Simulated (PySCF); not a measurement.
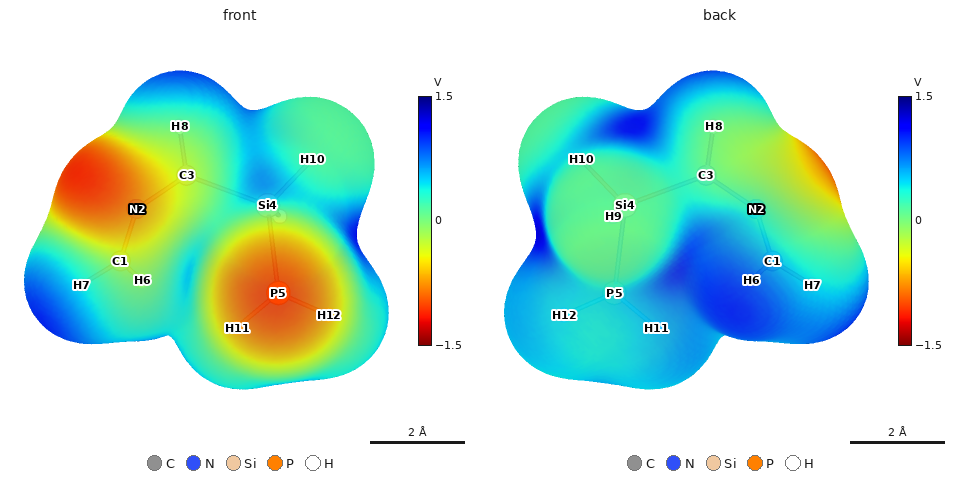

*C₂H₇NPSi (SMILES [CH2]/N=C\[SiH2]P) (doublet). The molecular electrostatic potential painted on the density surface at 0.002 e/bohr³, seen from the front and from behind; red is negative and blue positive.*

Geometry: GFN2-xTB.

All numbers below come from PySCF, UKS B3LYP, pcH-1 on C H N P Si, non-relativistic, mean-field spin-orbit, GIAO.

```xyz
12

C    -1.5028   -1.4001   -0.1424
N    -1.4168   -0.5988    0.8479
C    -0.8770    0.5655    1.0212
Si    0.6170    1.2339    0.0941
P     2.0983   -0.4422   -0.1040
H    -1.4079   -1.0807   -1.1770
H    -1.7675   -2.4259    0.0524
H    -1.3109    1.1499    1.8212
H     0.2302    1.7759   -1.2217
H     1.2294    2.2935    0.8968
H     1.3222   -1.2043   -0.9575
H     2.7869    0.1327   -1.1573
```

Q: Where is the surface potential most negative and most positive?

A: The most negative region (about −1.1 V) lies over N2, the most positive (about +1.2 V) over Si4. N2 is the likeliest acceptor of a hydrogen bond.
